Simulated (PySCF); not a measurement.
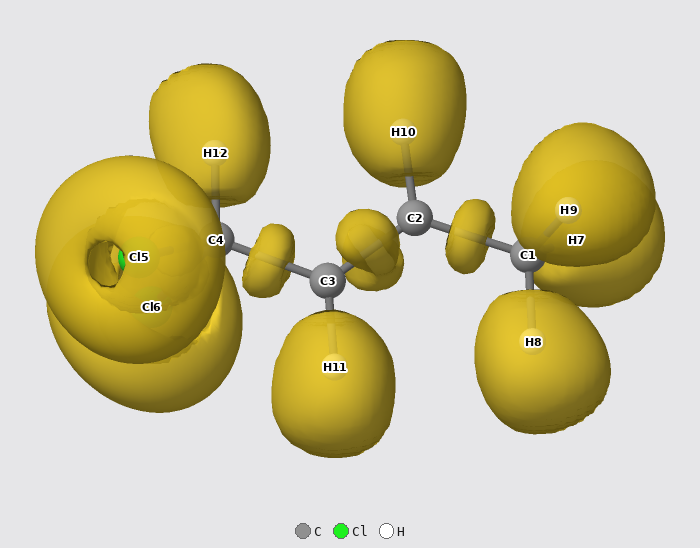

*C4H6Cl2 (SMILES C/C=C/C(Cl)Cl). Isosurface of the electron localisation function at 0.8 (yellow), seen at a tilt. Only the valence region is drawn (cores and ρ < 0.01 e/Å³ removed).*

Geometry: PBE0-D3(BJ)/def2-SVP.

Method: CAM-B3LYP/def2-SVPD, SCF density, gas phase in PySCF.

Input

```
{"job": {"kind": "uv", "xc": "CAM-B3LYP", "basis": "def2-SVPD", "dynamic": true, "nstates": 6, "ntriplets": 0}, "charge": 0, "multiplicity": 1}
C      1.962724     0.073036    -0.055254
C      0.536206    -0.199002    -0.384073
C     -0.509113     0.199189     0.346643
C     -1.911774    -0.100970    -0.027181
Cl    -2.829033     1.410312    -0.302465
Cl    -2.709539    -1.072066     1.246423
H      2.525608    -0.868231     0.059051
H      2.064453     0.651245     0.874127
H      2.453375     0.633958    -0.867924
H      0.343440    -0.772601    -1.300600
H     -0.376188     0.774294     1.269518
H     -1.978850    -0.682377    -0.954451
```

Launched as:

```sh
OMP_NUM_THREADS=1 python probes_run.py task.json out
```

### Where are the electrons localised?

The surface consists of three regions between bonded C–C atoms (shared pairs), two regions between bonded C–Cl atoms (shared pairs), six regions around hydrogen nuclei and two rings or bowls of non-bonding electrons around Cl. Along the contacts the grid gives the following. C–C (1.34 Å): the ELF peaks at about 0.95 between the atoms (a multiple bond). C–Cl (1.79 Å): the ELF peaks at about 0.90 between the atoms (a covalent bond).
